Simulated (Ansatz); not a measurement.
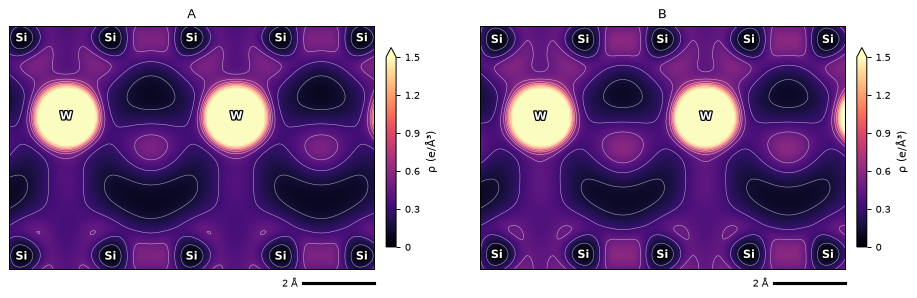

Si4W. The valence charge density (pseudo) of two cells that differ in size and shape, on the (010) plane of each (indices in the axes of the calculation cell), at one length scale and on one colour scale; one has 13.1 and the other 14.0 Å³ an atom.

Space group Ccce; a generated structure, not necessarily the stable one.

The calculation used Ansatz 0.2.0, DFT PBE, scalar-relativistic, plane waves, PAW.

The larger cell:

```yaml
crystal:
  lattice:
    - [3.11650, -3.64681, 0.00000]
    - [3.11650, 3.64681, 0.00000]
    - [0.00000, 0.00000, 6.15230]
  atoms:
    - { symbol: Si, position: [0.50100, 0.76149, 0.14101] }
    - { symbol: Si, position: [0.49900, 0.23851, 0.14101] }
    - { symbol: Si, position: [0.23851, 0.49900, 0.85899] }
    - { symbol: Si, position: [0.76149, 0.50100, 0.85899] }
    - { symbol: Si, position: [0.00100, 0.26149, 0.35899] }
    - { symbol: Si, position: [0.73851, 0.99900, 0.64101] }
    - { symbol: Si, position: [0.99900, 0.73851, 0.35899] }
    - { symbol: Si, position: [0.26149, 0.00100, 0.64101] }
    - { symbol: W, position: [0.00000, 0.00000, 0.00000] }
    - { symbol: W, position: [0.50000, 0.50000, 0.50000] }
```

The smaller cell: a = 4.666 Å, b = 4.666 Å, c = 6.061 Å, α = 90.00°, β = 90.00°, γ = 97.15°.

### Which is the denser cell? Describe the effect of the change.

Panel B is the smaller cell, by 6 % in volume. From the larger cell to the smaller, Si–Si goes from 2.29 to 2.23 Å, and the density at its midpoint from 0.54 to 0.59 e/Å³; Si–W goes from 2.54 to 2.49 Å, and the density at its midpoint from 0.5 to 0.54 e/Å³; the pressure goes from 10 to 24 GPa.
